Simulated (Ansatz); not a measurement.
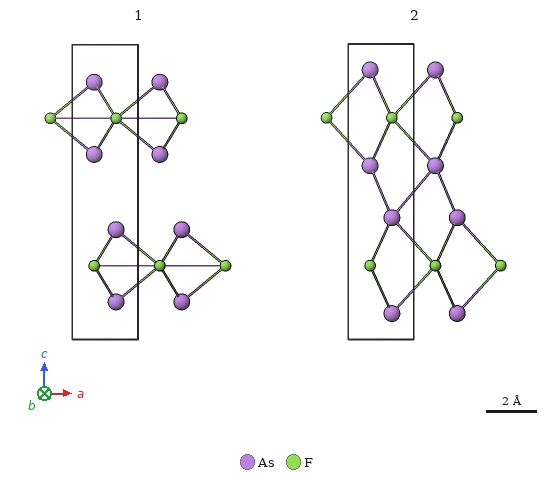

Two geometries of solid As2F (built on the 2H molybdenite_194 type) (coarse preliminary run), drawn at one scale. One is the start of a relaxation, the other its converged end. The picture is a polyhedral view of the cell of the calculation, repeated 2 × 1 × 1 with one cell outlined, seen along the b axis.

Level of theory: DFT PBE, scalar-relativistic, plane waves, PAW (Ansatz). Set-up: plane-wave cutoff 420 eV; k-point mesh 6 × 6 × 2; occupations gaussian; smearing width 0.1 eV; no spin polarisation; cell and atoms relaxed; force threshold 0.04 eV/Å; at most 70 steps.

Q: Which one is relaxed?

A: Structure 2 is the relaxed one. Case: 2H molybdenite type (P6_3/mmc, No. 194). The largest moves relative to the cell, 0.47 Å, are those of As atoms. F stays in place. The drawn cell changes as follows: a = b 3.077 → 3.062 Å (−0.5 %), c 11.966 → 11.994 Å (+0.2 %); the volume changes by −0.7 %. Among the contacts that change: As–As 2.932 → 3.888 Å, As–As 3.531 → 2.751 Å, As–F 2.303 → 2.628 Å. New bonds form: As–As (3.53 → 2.75 Å). The space group stays P6_3/mmc (No. 194). Over 7 accepted moves (8 points after the start) the energy falls by 4.288 eV per cell of the calculation. Largest force component: 3.3 eV/Å at the start, 0.0014 eV/Å at the end. The pressure goes from 14.40 to 0.09 GPa. At 1 point the geometry stayed and the basis and grid were re-selected for the new cell (energy shift of 1.1 meV per cell of the calculation at most each time).

Limits of the set-up: layers or molecules are held without a dispersion correction, so their spacing is unreliable.
